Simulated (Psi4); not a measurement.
# HF/3-21G run of F2 (fluorine)

What is the vertical singlet–triplet gap of F2 (fluorine) at HF/3-21G? 

Program for the calculation: Psi4 1.11.

3 further runs of the same task are left out: 3 set aside as unsound or not needed.

**1. The structure to begin with**

The species is F2 (2 atoms), meant as a singlet with charge 0. As SMILES, `FF`. The coordinates come from a PBE0-D4/def2-TZVP relaxation.

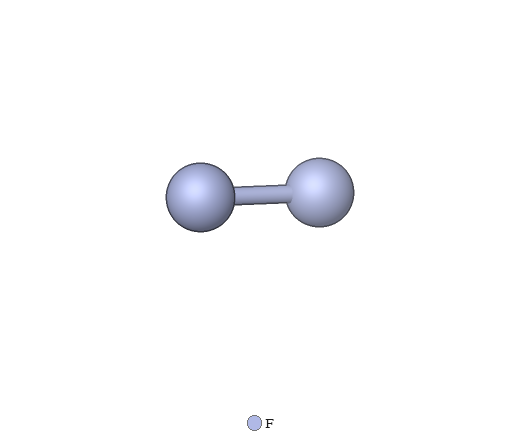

The structure, seen from a chosen angle (fluorine light blue).

**2. A single-point energy at HF/3-21G**

f2.in

```
memory 1.6 GB

molecule {
  0 1
  F
  F 1 1.375613
  units angstrom
  symmetry c1
  no_reorient
  no_com
}

set {
  basis 3-21G
  puream true
  e_convergence 1e-09
  d_convergence 1e-08
  scf_type pk
}

result, w = energy('hf', return_wfn=True)
oeprop(w, 'MAYER_INDICES', 'WIBERG_LOWDIN_INDICES', 'LOWDIN_CHARGES')
```

Run with:

```console
$ psi4 -i f2.in -o f2.out -n 1
```

f2.out, shortened:

```text
[...]
  Running in c1 symmetry.
[...]
  Nuclear repulsion =   31.159456957930765
[...]
  Multiplicity = 1
[...]
  Nalpha       = 9
  Nbeta        = 9
[...]
    Number of basis functions: 18
[...]
   @RHF iter   1:  -197.62337025894973   -6.08337e-01   1.13886e-02 ADIIS/DIIS
[...]
   @RHF iter   8:  -197.64342809517376    0.00000e+00   1.69046e-09 DIIS
[...]
    Orbital Energies [Eh]
    ---------------------
    Doubly Occupied:
       1A    -26.287179     2A    -26.286346     3A     -1.763565
       4A     -1.457192     5A     -0.794210     6A     -0.794210
       7A     -0.728317     8A     -0.634729     9A     -0.634729
[...]
  @RHF Final Energy:  -197.64342809517376
   => Energetics <=
    Nuclear Repulsion Energy =             31.1594569579307645
    One-Electron Energy =                -338.8448179042586617
    Two-Electron Energy =                 110.0419328511541011
    Total Energy =                       -197.6434280951737605
[...]
 Multipole Moments:
 ------------------------------------------------------------------------------------
     Multipole            Electronic (a.u.)      Nuclear  (a.u.)        Total (a.u.)
 ------------------------------------------------------------------------------------
 L = 1.  Multiply by 2.5417464519 to convert [e a0] to [Debye]
 Dipole X            :         -0.0000000            0.0000000           -0.0000000
 Dipole Y            :         -0.0000000            0.0000000           -0.0000000
 Dipole Z            :         -0.0000000           -0.0000000           -0.0000000
 Magnitude           :                                                    0.0000000
[...]
```

Wall time 2.8 s (1 thread of Intel Xeon Platinum 8259CL at 2.50GHz (Skylake/Cascade Lake), shared host); peak memory 0.18 GiB.

**3. The triplet: energy and forces at UHF/3-21G**

f2.inp

```
memory 1.6 GB

molecule system {
  0 3
  F
  F 1 1.375613
  symmetry c1
}

set {
  reference uhf
  puream true
  e_convergence 1e-09
  d_convergence 1e-08
  scf_type pk
  maxiter 100
}

e_tot, wfn = gradient('scf/3-21G', return_wfn=True)
oeprop(wfn, 'WIBERG_LOWDIN_INDICES', 'MAYER_INDICES', 'MULLIKEN_CHARGES', title='SCF')
```

Run with:

```console
$ psi4 -n 1 f2.inp f2.out
```

f2.out, shortened:

```text
[...]
  Running in c1 symmetry.
[...]
  Nuclear repulsion =   31.159456957930765
[...]
  Multiplicity = 3
[...]
  Nalpha       = 10
  Nbeta        = 8
[...]
    Number of basis functions: 18
[...]
   @UHF iter   1:  -197.49191697118849   -4.76884e-01   1.21788e-02 DIIS/ADIIS
[...]
   @UHF iter   9:  -197.51277237634147   -1.98952e-13   6.21331e-09 DIIS
[...]
   @S^2 Observed:                2.013284317E+00
[...]
  @UHF Final Energy:  -197.51277237634147
   => Energetics <=
    Nuclear Repulsion Energy =             31.1594569579307645
    One-Electron Energy =                -339.1170563568922489
    Two-Electron Energy =                 110.4448270226199895
    Total Energy =                       -197.5127723763414735
  UHF NO Occupations:
  HONO-2 :    8  A 1.9965467
  HONO-1 :    9  A 1.0000000
[...]
 Multipole Moments:
 ------------------------------------------------------------------------------------
     Multipole            Electronic (a.u.)      Nuclear  (a.u.)        Total (a.u.)
 ------------------------------------------------------------------------------------
 L = 1.  Multiply by 2.5417464519 to convert [e a0] to [Debye]
 Dipole X            :         -0.0000000            0.0000000           -0.0000000
 Dipole Y            :         -0.0000000            0.0000000           -0.0000000
 Dipole Z            :          0.0000000            0.0000000            0.0000000
 Magnitude           :                                                    0.0000000
[...]
  -Total Gradient:
     Atom            X                  Y                   Z
    ------   -----------------  -----------------  -----------------
       1        0.000000000000    -0.000000000000     0.301026560081
       2       -0.000000000000     0.000000000000    -0.301026560081
[...]
  Mulliken Charges: (a.u.)
   Center  Symbol    Alpha    Beta     Spin     Total
       1     F     5.00000  4.00000  1.00000 -0.00000
       2     F     5.00000  4.00000  1.00000  0.00000
   Total alpha = 10.00000, Total beta =  8.00000, Total charge =  0.00000
  Mayer Bond Indices:
  Total Bond Index:
  Irrep: 1 Size: 2 x 2
                 1                   2
[...]
```

It took 3 s on 1 thread of Intel Xeon Platinum 8259CL at 2.50GHz (Skylake/Cascade Lake), shared host; peak memory 0.18 GiB.

**4. Summary of results**

At HF/3-21G:

| quantity | value |
| --- | --- |
| singlet: total energy | -197.64343 Eh |
| singlet: dipole moment | 0.00 D |
| singlet: HOMO energy | -17.27 eV |
| singlet: LUMO energy | 4.33 eV |
| singlet: HOMO–LUMO gap | 21.60 eV |
| triplet: total energy | -197.51277 Eh |
| triplet: dipole moment | 0.00 D |
| triplet: HOMO energy (highest over α and β) | -14.05 eV |
| triplet: LUMO energy (lowest over α and β) | 0.31 eV |
| triplet: ⟨S²⟩ | 2.013 |
| triplet: largest force on an atom | 15.479 eV/Å |
| vertical energy of the triplet above the singlet | 3.555 eV |

What this shows: At this shape the triplet lies 3.56 eV (82 kcal/mol) above the singlet.
